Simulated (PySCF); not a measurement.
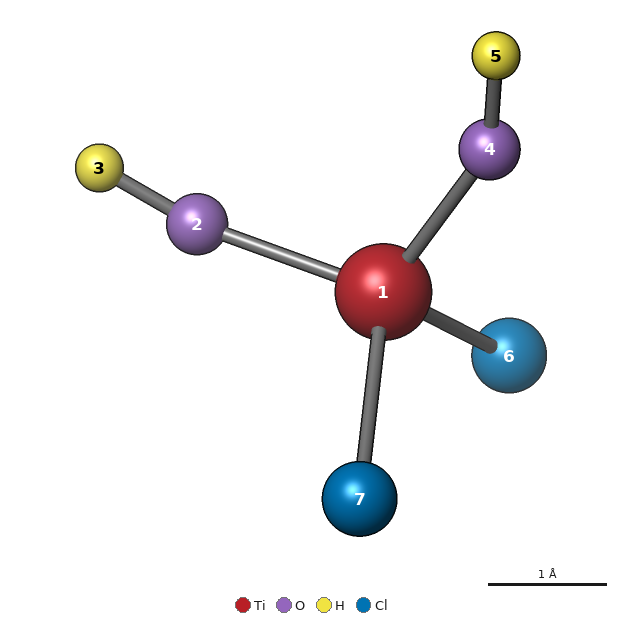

The atoms are numbered. The species is neutral and a spin singlet. The computed structure is the end point of a PBE0-D3(BJ)/def2-SVP optimisation. No frequency run is at hand to confirm it as a minimum.

Give the bond lengths.

| bond | length (Å) |
| --- | --- |
| Ti1–O2 | 1.733 |
| Ti1–O4 | 1.738 |
| Ti1–Cl6 | 2.195 |
| Ti1–Cl7 | 2.194 |
| O2–H3 | 0.960 |
| O4–H5 | 0.960 |
